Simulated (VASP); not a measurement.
Data:

```yaml
crystal:
  lattice:
    - [0.00000, 2.81252, 2.81252]
    - [2.81252, 0.00000, 2.81252]
    - [2.81252, 2.81252, 0.00000]
  atoms:
    - { symbol: Cu, position: [0.50000, 0.50000, 0.50000] }
    - { symbol: Cu, position: [0.25000, 0.25000, 0.25000] }
    - { symbol: Se, position: [0.00000, 0.00000, 0.00000] }
```

Calculation: LDA (Ceperley-Alder, Perdew-Zunger), VASP's LDA PAW potentials (set 64) (plane waves; VASP). Numerical set-up: 400 eV cut-off, 11×11×11 Γ-centred mesh, tetrahedra with Blöchl corrections, potentials Cu Se.

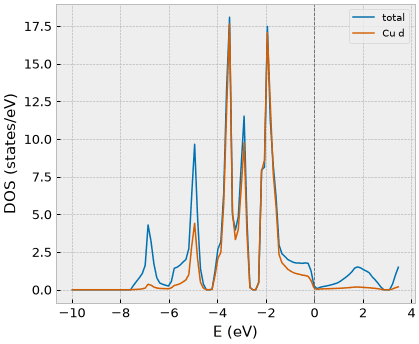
Figure: Total and projected density of states, zero at the Fermi level

Within 2 eV below the Fermi level the largest weight inside VASP's projection spheres is Cu d.

It has no gap at this level: it comes out as a metal or semimetal.

The structure comes from a computed database's Cu2Se entry (F-43m); how it stands against other phases isn't given here. It was relaxed first, which changed the volume by -8 %.
